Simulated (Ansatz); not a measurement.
# F3H3OSi: what the fields show

```xyz
8

Si    0.3968   -0.1375    0.4142
O    -0.8023   -0.2007   -0.9152
F     1.2568   -1.3161   -0.2518
F     0.0790   -0.8113    1.8098
F     1.4968    1.0055    0.3784
H    -1.0921    0.7123   -0.3113
H    -0.7618    1.0339    0.7267
H    -0.5734   -0.2861   -1.8509
```

A transition-state structure; geometry: PBE0-D4/def2-TZVP.

Level of theory: Ansatz 0.2.0, RKS PBE0-D4/def2-TZVPP.

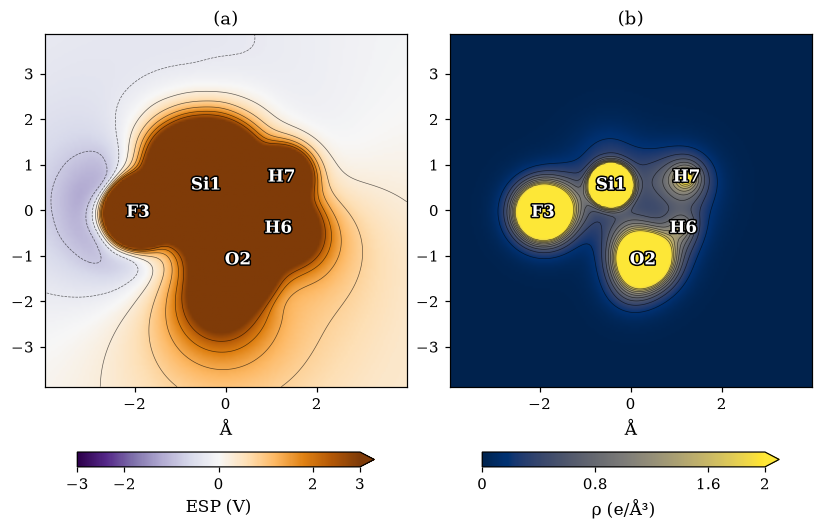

Figure 1. (a) electrostatic potential; (b) electron density on the plane of atoms O2, Si1 and H7.

Read the bonding off the picture.

Answer.
- The plane passes through Si, O, F and H nuclei.
- Si–F (1.60 Å): ρ is about 1.2 e/Å³ halfway.
- Si–O (1.79 Å): ρ is about 0.86 e/Å³ halfway.
- Si–H (1.68 Å): the density is about 0.57 e/Å³ at the midpoint.
- Outside the dense part of the molecule the potential is most negative (−1.2 V) near F3.

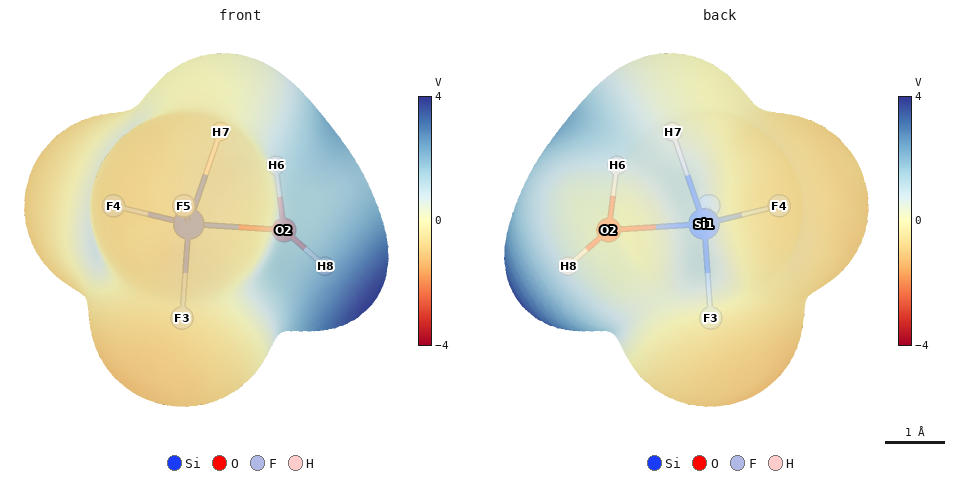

Figure 2. The molecular electrostatic potential painted on the density surface at 0.002 e/bohr³, seen from the front and from behind; the colour scale runs from red (negative) to blue (positive).

Which sites attract a positive test charge, and which a negative one?

Answer. A positive charge is drawn to the negative regions and a negative charge to the positive ones. The most negative region (about −1.1 V) lies over F3, the most positive (about +3.8 V) over H8.

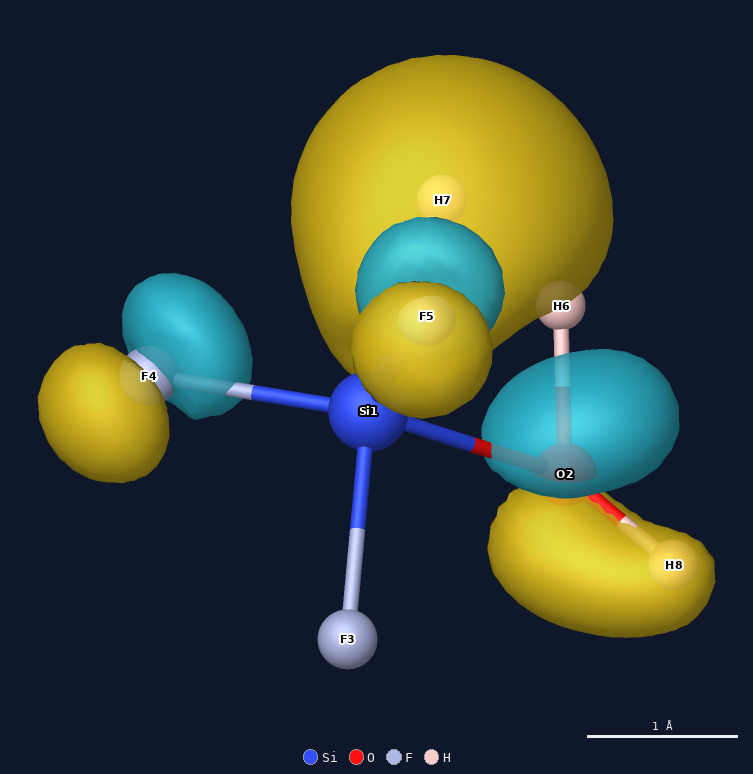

Figure 3. The HOMO at ±0.15 Å⁻³ᐟ² (yellow and cyan are the two phases), seen at an oblique angle.

Where does this orbital lie, and at what energy?

Answer. By Hirshfeld shares it lies mainly on H7 (about 35 %), O2 (about 20 %), Si1 (about 15 %), F4 (about 10 %), H6 (about 10 %) and F5 (about 10 %). Its energy is −9.25 eV.
